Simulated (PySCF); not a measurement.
**C4H9GeNO (SMILES C/N=[CH]/[GeH2][C](C)=O): density, localisation and related maps**

```xyz
16

C     2.9351    0.3340    0.4530
N     1.5885   -0.1310    0.5652
C     1.0561   -0.7918   -0.3621
Ge   -0.8119   -1.3337   -0.1362
C    -1.9897    0.1085   -0.9155
C    -2.3865    1.1901    0.0372
O    -2.2944    0.0838   -2.0778
H     3.4136    0.0635   -0.4981
H     2.9320    1.4190    0.5663
H     3.5075   -0.0813    1.2834
H     1.5966   -1.0276   -1.2915
H    -1.0696   -1.5076    1.3331
H    -1.0538   -2.6284   -0.8604
H    -2.8899    2.0106   -0.4699
H    -3.0481    0.7560    0.7868
H    -1.4931    1.5448    0.5514
```

Geometry: GFN2-xTB.

Level of theory: PySCF, wB97X-D/def2-SVPD, SCF density, gas phase.

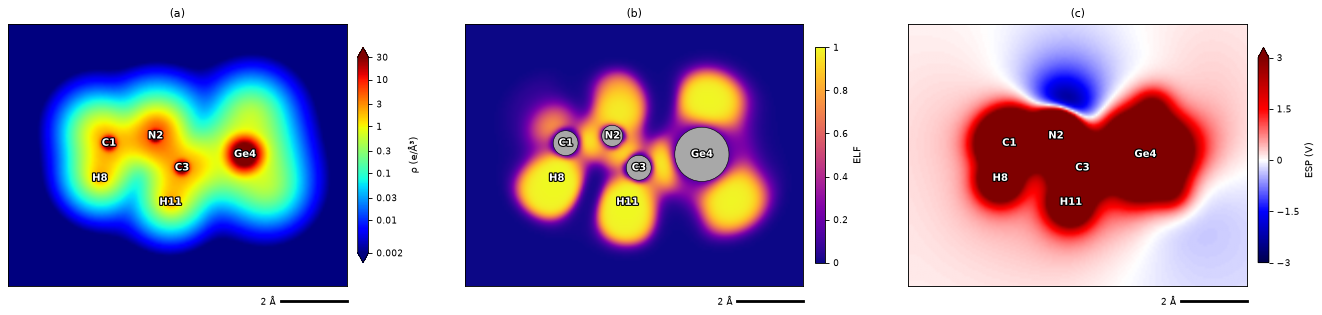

Figure 1. (a) electron density; (b) electron localisation function; (c) molecular electrostatic potential on the plane of atoms N2, C3 and H11. Grey discs cover the atomic cores in the ELF map.

What do the fields say about this system?

Answer. Atoms in the plane: C, N, Ge and H. C–N (1.26 Å): ρ at the midpoint is about 2.9 e/Å³; the ELF peaks at about 0.90 between the atoms: a multiple bond. C–Ge (1.96 Å): the density is about 0.89 e/Å³ at the midpoint; the ELF peaks at about 0.95 in the valence shell of C, 0.7 Å from its nucleus, and is about 0.70 at the midpoint. C–H (1.10 Å): the density is about 1.9 e/Å³ at the midpoint; the ELF climbs to about 1 towards the hydrogen, as it does in any bond to H; a covalent bond by its length. C–N (1.43 Å): the density is about 2 e/Å³ at the midpoint; the ELF peaks at about 0.95 between the atoms (localised, covalent bonding). The ELF also peaks beside N2, away from the bonds: lone-pair regions. Outside the dense part of the molecule the potential is most negative (−2.3 V) near N2.

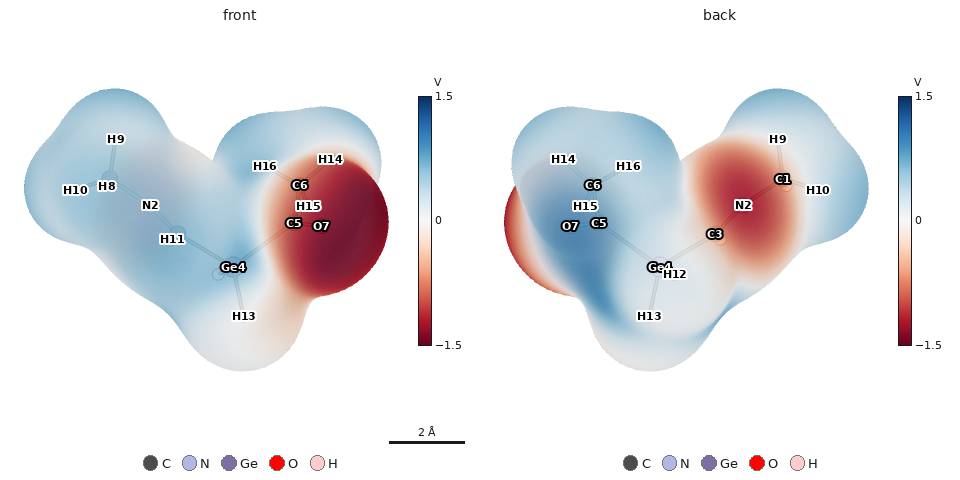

Figure 2. The electrostatic potential painted on the density surface at 0.001 e/bohr³, seen from the front and from behind; red is negative and blue positive.

Where is the surface potential most negative and most positive?

Answer. The most negative region (about −1.5 V, or −35 kcal/mol for a unit charge) lies over O7, the most positive (about +0.9 V, or +21 kcal/mol for a unit charge) over Ge4, C5 and H15. O7 is the likeliest acceptor of a hydrogen bond.

What dipole moment does the calculation give?

Answer. Its dipole moment is 2.17 D.
